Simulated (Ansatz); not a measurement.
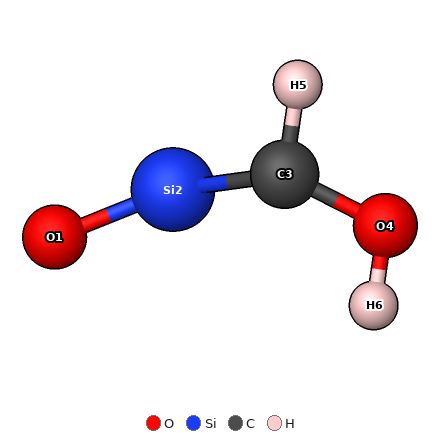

The system is CH₂O₂Si, SMILES O=[Si]=CO; the picture shows the reference structure. 
- Coordinates scanned: (1) dihedral Si2–C3–O4–H6; (2) dihedral O1–Si2–C3–O4.
- Nothing is relaxed (all other coordinates rigid).
- Grid: 10 × 10 points. At 10 points there is no value.
- Points are written as (first, second).
- All energies are given in kcal/mol relative to the relaxed molecule at the same level.
- Energies and slopes of some neighbouring points disagree (a jump in structure or state, or too coarse a mesh). The restricted reference is unstable at some or all points, so the energies there are unreliable.
- Theory: Ansatz 0.2.0, RHF-MP2, frozen core/def2-TZVP.

Its coordinates:

```xyz
6

O     0.2583   -2.6699   -0.2574
Si   -0.3084   -1.3061    0.1683
C     0.2117    0.4518    0.3612
O    -0.2390    1.4943   -0.3827
H     0.1107    0.7076    1.4241
H    -0.0333    1.3223   -1.3136
```

Range: dihedral Si2–C3–O4–H6 from −180 to 144°; dihedral O1–Si2–C3–O4 from −180 to 144°.

**What landscape does the calculation give?**

The lowest grid point is at (−72°, 108°), 0.6 kcal/mol from the relaxed molecule at the same level. Other grid points that lie below all their neighbours: (108°, 108°) (2.0 kcal/mol higher). The highest grid point, (108°, −72°), lies 42.7 kcal/mol above the lowest.

| dihedral O1–Si2–C3–O4 ↓, dihedral Si2–C3–O4–H6 → | −180 | −144 | −108 | −72 | −36 | 0 | 36 | 72 | 108 | 144 |
| --- | --- | --- | --- | --- | --- | --- | --- | --- | --- | --- |
| 144 | 8.3 | 10.2 | 5.8 | – | 3.0 | 9.5 | 12.4 | – | 3.2 | – |
| 108 | 8.0 | 10.6 | 5.9 | 0.6 | 1.6 | 8.5 | 12.2 | 7.4 | 2.6 | 3.2 |
| 72 | 11.6 | 14.2 | 8.9 | – | 3.6 | 10.6 | 14.5 | 10.0 | 5.4 | – |
| 36 | 19.1 | 20.8 | 15.0 | 9.2 | 10.0 | 16.5 | 19.5 | 15.2 | 11.6 | 13.5 |
| 0 | 31.1 | – | 24.7 | 20.4 | 21.8 | 27.4 | 28.1 | 24.1 | 22.0 | 25.1 |
| −36 | 33.9 | 31.4 | 34.0 | 37.7 | 36.6 | 34.3 | 34.6 | 37.2 | 36.5 | 41.2 |
| −72 | 31.7 | 29.4 | 33.1 | – | 35.9 | – | 34.1 | 38.3 | 43.2 | 39.0 |
| −108 | 31.6 | 27.5 | 28.4 | 31.3 | 35.6 | 34.3 | 32.3 | 31.8 | 34.5 | 38.5 |
| −144 | 23.5 | 21.0 | 17.3 | 16.1 | 19.1 | 24.4 | 23.9 | – | 18.6 | – |
| −180 | 13.3 | 13.5 | 9.3 | 6.3 | 8.4 | 14.5 | 16.1 | 11.1 | 8.2 | 9.8 |

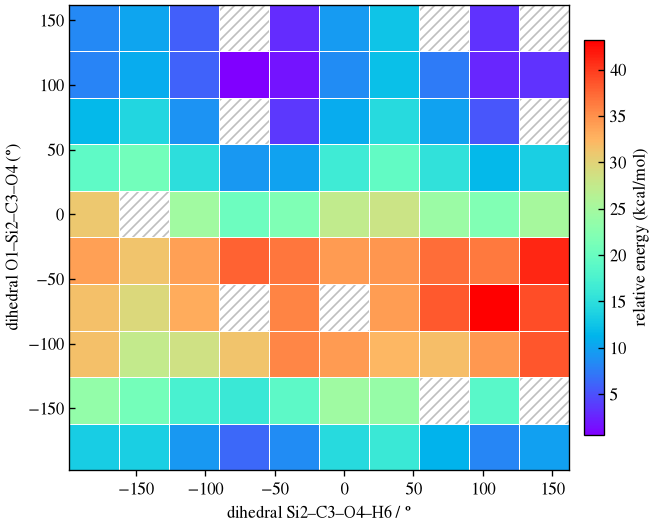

Drawn: one coloured cell a grid point, hatched blanks where no value was computed.

Each point was launched as `ansatz run input.yaml --threads 1 --pin off --max-ram 2560MiB --backend cpu --events-out ev --progress --plain --runs-dir out`. Time for the 90 points that were run: 14 min on 1 thread of Intel(R) Xeon(R) Platinum 8488C (Sapphire Rapids), on a shared host.
